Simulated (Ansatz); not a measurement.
**Geometry relaxation, with input and output: WH$_{7}$ClO$_{5}$ (part 2 of 2)**

The same run, continued: WH$_{7}$ClO$_{5}$; RHF/def2-SVP (Ansatz 0.2.0). The input holds or restrains some coordinates. It belongs to a series of runs on one base structure; here: pulled along the bonds that form and break, towards end A.

Geometry of the input (Å):
```
W  0.0000  0.0000  0.0000
H  0.0000  0.0000  2.0700
Cl 2.3900  0.0000  0.0000
O  0.0000  1.9400  0.0000
H  -0.6343  2.2771  -0.7100
O  -1.9400  0.0000  0.0000
H  -2.2771  -0.1263  0.9437
O  0.0000  -1.9400  0.0000
H  0.3816  -2.2771  0.8723
O  0.0000  0.0000  -1.9400
H  0.5278  0.7924  -2.2771
O  1.4721  1.5335  0.7063
H  2.2027  1.0805  1.2365
H  0.7317  0.7622  1.9256
```

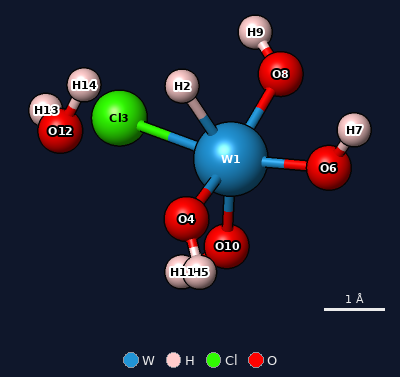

Fig. 1: The geometry at step 9 of the log (ball-and-stick view, seen at a tilt; atoms are numbered from 1 in the order of the input).

The program's output, continued:
```
relax step  19: F+E_penalty+E_count = -24596.49942556 eV  Δ(F+E_penalty+E_count) = +1.201e-1 eV  max|allowed force component| = 1.486e0 eV/Å  E_restraint = 0.03495617 eV  max|allowed force component, restraints' pulls added| = 1.748e0 eV/Å  Δτ_max = 0.1874 Å  (49 SCF iters, rejected (line search))
the calculation of the forces begins
reference -24596.63883207 eV, -903.9098048778 hartree; 39, 39 occupied and 116, 116 virtual orbitals, 1619 factors
relax step  20: F+E_penalty+E_count = -24596.63883207 eV  Δ(F+E_penalty+E_count) = -1.932e-2 eV  max|allowed force component| = 1.040e0 eV/Å  E_restraint = 0.03190581 eV  max|allowed force component, restraints' pulls added| = 1.318e-1 eV/Å  Δτ_max = 0.0937 Å  (44 SCF iters, accepted)
  distance W 0 - O 11 = 3.1382 Å
  distance H 13 - H 1 = 1.8753 Å
  distance W 0 - H 1 = 1.7010 Å
  distance H 13 - O 11 = 0.9709 Å
1619 factors; integrals over basis functions are off by at most 6.7e-4 eV
mean field evaluation 448: about -24596.6346 eV, gradient 8.2e-1 eV
mean field -24596.63883207 eV, -903.9098048778 hartree, gradient 1.7e-5 eV, S^2 0.000000; 1 other end points of the search recorded, 0 dependent functions left out
the calculation of the forces begins
reference -24596.63883207 eV, -903.9098048778 hartree; 39, 39 occupied and 116, 116 virtual orbitals, 1619 factors
Total energy: -24596.63883207 eV, -903.9098048778 hartree
Atom 0 at    -0.215312    -0.012058     0.030136 Å, force     0.318606     0.183364     0.653000 eV/Å
Atom 1 at     0.523521     0.205222     1.546780 Å, force    -0.482481    -0.479501    -0.535629 eV/Å
Atom 2 at     1.971353    -1.155644    -0.031174 Å, force    -0.018117    -0.009908    -0.024624 eV/Å
Atom 3 at    -0.722377     1.676609     0.696380 Å, force    -0.060846    -0.014149    -0.034353 eV/Å
Atom 4 at    -1.501435     2.052499     0.299913 Å, force     0.027852    -0.007355     0.001639 eV/Å
Atom 5 at    -2.049355    -0.095663    -0.450302 Å, force     0.006545     0.037640    -0.040879 eV/Å
Atom 6 at    -2.513894    -0.917433    -0.378967 Å, force    -0.041655    -0.017322    -0.001604 eV/Å
Atom 7 at    -0.709268    -1.719288     0.698737 Å, force     0.082709    -0.105259     0.024402 eV/Å
Atom 8 at    -0.040941    -2.341951     0.955741 Å, force    -0.051910     0.070356    -0.026337 eV/Å
Atom 9 at     0.346995     0.517925    -1.654245 Å, force     0.034030    -0.013051    -0.010834 eV/Å
Atom 10 at     1.234473     0.713706    -1.929553 Å, force    -0.034332    -0.008722     0.024620 eV/Å
Atom 11 at     2.129985     1.955519     0.720254 Å, force    -0.799250    -0.252653     0.934799 eV/Å
Atom 12 at     2.868310     1.378883     0.857536 Å, force    -0.021404     0.004360     0.020460 eV/Å
Atom 13 at     1.532446     1.783973     1.466063 Å, force     1.040252     0.612199    -0.984660 eV/Å
Dipole moment:    -0.134731    -0.157992     0.137211 e Å
```

Trajectory as extended XYZ (Å, eV, eV/Å), 8 of the 20 frames kept, from step=1 to step=20:
```
14
Properties=species:S:1:pos:R:3:forces:R:3 step=1 energy=-24582.84859
W     0.0000    0.0000    0.0000    3.1555   4.4347  -4.1113
H     0.0000    0.0000    2.0700    1.6689   1.7232  -0.1754
Cl    2.3900    0.0000    0.0000    5.6625 -12.2083  -6.4530
O     0.0000    1.9400    0.0000  -12.0102   2.1301  -8.2310
H    -0.6343    2.2771   -0.7100    0.6530  -0.4674   2.0426
O    -1.9400    0.0000    0.0000    0.6797  -0.6681   3.9647
H    -2.2771   -0.1263    0.9437    0.2386   0.3142  -2.8318
O     0.0000   -1.9400    0.0000    0.8483   0.6714   3.8356
H     0.3816   -2.2771    0.8723   -0.8218   0.2490  -2.7744
O     0.0000    0.0000   -1.9400    1.5755   2.5529   1.9302
H     0.5278    0.7924   -2.2771   -1.5198  -2.3930   0.5944
O     1.4721    1.5335    0.7063    3.5349   1.4591  13.3315
H     2.2027    1.0805    1.2365   -1.6836   3.3849  -0.4047
H     0.7317    0.7622    1.9256   -1.9815  -1.1825  -0.7173
14
Properties=species:S:1:pos:R:3:forces:R:3 step=4 energy=-24592.33926
W    -0.1794   -0.1408   -0.0476    2.7514   3.9948  -2.8110
H    -0.1672   -0.1808    1.8143    0.3042   0.2339  -1.1772
Cl    2.4088   -0.1645   -0.0961   -0.3454  -2.8210  -1.5767
O    -0.1103    1.8667   -0.0709   -1.7377  -2.3641  -0.9463
H    -0.6619    2.2855   -0.7146   -0.3783   0.0926   0.0265
O    -1.9653   -0.0224    0.0414   -1.4217  -0.6643   0.7160
H    -2.2972   -0.1231    0.9281   -0.8217   0.0704   0.0490
O    -0.0037   -1.9495    0.0480   -0.2395  -0.5682   1.0884
H     0.3805   -2.2948    0.8490    0.1601  -0.7575  -0.3057
O     0.0103    0.0228   -1.9044    0.1919   0.3935   0.5847
H     0.5084    0.7570   -2.2720   -0.2185  -0.6103  -0.1632
O     1.6018    1.7359    1.2237    0.2312  -0.6502   4.7037
H     2.2968    1.1043    1.2726    1.2713   1.3796   0.0108
H     1.0329    1.1461    1.7559    0.2528   2.2709  -0.1989
14
Properties=species:S:1:pos:R:3:forces:R:3 step=6 energy=-24594.90684
W    -0.1919   -0.1114   -0.1599   -0.4577  -0.7895  -0.7884
H    -0.0687   -0.0909    1.5718    0.6022   0.5141   0.0591
Cl    2.3141   -0.3609   -0.1351   -0.5450  -0.4109  -0.3089
O    -0.1805    1.7767   -0.0704   -0.4917  -0.4545  -0.1736
H    -0.7164    2.2769   -0.6741    0.0777   0.1274   0.1469
O    -2.0227   -0.1097    0.0627    0.2207  -0.2617   0.1582
H    -2.3731   -0.1425    0.9428   -0.5630  -0.0696   0.0651
O    -0.0826   -1.9484    0.1105   -0.0964   0.1159   0.9050
H     0.4186   -2.3573    0.8132   -0.1589  -0.3095  -0.5793
O     0.0079    0.0415   -1.9876    0.4038   0.5444  -0.6185
H     0.5490    0.7048   -2.4020    0.0178  -0.2966  -0.4835
O     1.7242    1.8706    1.4955    1.5004  -1.6262   1.3421
H     2.3707    1.1696    1.2837   -0.6795   1.9018   0.2881
H     1.1061    1.3232    1.9762    0.1695   1.0149  -0.0124
14
Properties=species:S:1:pos:R:3:forces:R:3 step=9 energy=-24595.81586
W    -0.2430   -0.0464   -0.1415   -0.6027  -0.4988  -0.1844
H     0.3123    0.1555    1.4617   -0.2001  -0.1707  -0.8209
Cl    2.2069   -0.5484   -0.2191   -0.0278  -0.0799  -0.1303
O    -0.4158    1.8122    0.0261   -0.2217  -0.0580  -0.0060
H    -0.8669    2.3796   -0.5849    0.0252  -0.0010   0.0540
O    -2.0969   -0.1853    0.0020    0.0058   0.0560   0.2712
H    -2.6072   -0.4043    0.7772    0.0635  -0.1570  -0.3942
O    -0.2989   -1.8794    0.3060    0.5994  -0.5545   0.6502
H     0.4322   -2.4211    0.6255   -0.7321   0.5660  -0.4872
O     0.0733    0.1227   -1.9729    0.3330   0.2829   0.0409
H     0.8299    0.4851   -2.4312   -0.2627  -0.3396   0.1736
O     1.7592    1.8566    1.4543   -0.2286  -0.0394   2.5812
H     2.4210    1.2190    1.2528    0.3164  -0.0648  -0.1163
H     1.3484    1.4965    2.2715    0.9324   1.0589  -1.6319
14
Properties=species:S:1:pos:R:3:forces:R:3 step=12 energy=-24596.18351
W    -0.2578    0.0194   -0.1142    0.1473  -0.3600   0.4227
H     0.4795    0.1827    1.4074   -0.5140  -0.2820  -0.8272
Cl    2.1514   -0.6849   -0.2967   -0.0375  -0.1154   0.0112
O    -0.5183    1.8346    0.2387   -0.1332   0.0374  -0.0950
H    -1.0254    2.4249   -0.3063   -0.0294  -0.0921   0.0917
O    -2.1214   -0.1393   -0.1269   -0.8449  -0.6721   0.6659
H    -2.6472   -0.7572    0.4044    0.7776   0.5972  -0.8531
O    -0.4362   -1.7793    0.4675    0.0069  -0.2738   0.1679
H     0.3118   -2.3250    0.6869   -0.1673   0.2308  -0.0631
O     0.0961    0.2044   -1.9259    0.2703   0.2434  -0.3039
H     0.9327    0.3046   -2.3813   -0.4024  -0.1169   0.3462
O     1.8818    1.8689    1.3339    0.2025   0.0731   1.6163
H     2.6028    1.2537    1.2943   -0.0943   0.1306  -0.0042
H     1.4046    1.6348    2.1457    0.8183   0.5997  -1.1754
14
Properties=species:S:1:pos:R:3:forces:R:3 step=15 energy=-24596.51560
W    -0.2175    0.0349   -0.0257   -0.4377  -0.4453   0.4397
H     0.5184    0.1882    1.4957   -0.3455  -0.3103  -0.5747
Cl    2.0223   -1.0545   -0.1894   -0.0849   0.2325  -0.0496
O    -0.6400    1.7715    0.5404   -0.2736   0.2041  -0.1927
H    -1.3158    2.2763    0.0839    0.2818  -0.3560   0.2514
O    -2.0799   -0.1194   -0.3133   -0.4858  -0.9907   0.2321
H    -2.5299   -0.9600   -0.1259    0.6718   1.1262  -0.3086
O    -0.5984   -1.7243    0.6162   -0.0114   0.1118   0.0369
H     0.1329   -2.2796    0.8503   -0.0363  -0.0106   0.0070
O     0.2029    0.4376   -1.7944    0.2796  -0.0492   0.2077
H     1.0671    0.4485   -2.1868   -0.0145   0.0740  -0.0087
O     2.0788    1.9421    1.0034   -0.3224  -0.5770   1.2375
H     2.7585    1.2824    1.1353   -0.3577   0.4289  -0.0998
H     1.4551    1.7987    1.7376    1.1366   0.5617  -1.1782
14
Properties=species:S:1:pos:R:3:forces:R:3 step=17 energy=-24596.59366
W    -0.2323    0.0052    0.0278    0.4622   0.0507   0.2481
H     0.5174    0.1864    1.5446   -0.5138  -0.4632  -0.5142
Cl    1.9997   -1.0723   -0.0963   -0.0432  -0.0780   0.0600
O    -0.6742    1.7204    0.6543   -0.2600   0.0859  -0.0298
H    -1.3928    2.1923    0.2398    0.1336  -0.1826   0.0751
O    -2.0757   -0.1032   -0.3706   -0.3894  -0.5844   0.0231
H    -2.5246   -0.9510   -0.3217    0.3407   0.6669  -0.0511
O    -0.6667   -1.7447    0.6464    0.1252   0.0823   0.0662
H     0.0381   -2.3248    0.9048   -0.0551   0.0120  -0.0346
O     0.2964    0.4877   -1.6875   -0.0364  -0.0524   0.0720
H     1.1849    0.5595   -2.0181   -0.1034   0.0262   0.0878
O     2.1008    1.9617    0.8089   -0.0172  -0.9663   1.2686
H     2.8125    1.3266    0.9620   -0.7938   0.7589  -0.1940
H     1.4709    1.7986    1.5329    1.1505   0.6441  -1.0773
14
Properties=species:S:1:pos:R:3:forces:R:3 step=20 energy=-24596.63883
W    -0.2153   -0.0121    0.0301    0.3186   0.1834   0.6530
H     0.5235    0.2052    1.5468   -0.4825  -0.4795  -0.5356
Cl    1.9714   -1.1556   -0.0312   -0.0181  -0.0099  -0.0246
O    -0.7224    1.6766    0.6964   -0.0608  -0.0141  -0.0344
H    -1.5014    2.0525    0.2999    0.0279  -0.0074   0.0016
O    -2.0494   -0.0957   -0.4503    0.0065   0.0376  -0.0409
H    -2.5139   -0.9174   -0.3790   -0.0417  -0.0173  -0.0016
O    -0.7093   -1.7193    0.6987    0.0827  -0.1053   0.0244
H    -0.0409   -2.3420    0.9557   -0.0519   0.0704  -0.0263
O     0.3470    0.5179   -1.6542    0.0340  -0.0131  -0.0108
H     1.2345    0.7137   -1.9296   -0.0343  -0.0087   0.0246
O     2.1300    1.9555    0.7203   -0.7993  -0.2527   0.9348
H     2.8683    1.3789    0.8575   -0.0214   0.0044   0.0205
H     1.5324    1.7840    1.4661    1.0403   0.6122  -0.9847
```

Summary:

| quantity | value |
| --- | --- |
| outcome | converged under the restraints of the input |
| total energy | −24596.6388 eV |
| mean-field energy | −24596.6388 eV |
| largest force (length of the vector) at the end, held atoms and coordinates included | 1.558 eV/Å |
| hardware | 4 threads of Arm Neoverse V2, 24 GiB of memory available, shared host |
| wall time | 44 s (CPU time 2.7 min) |
| peak memory | 0.53 GiB |
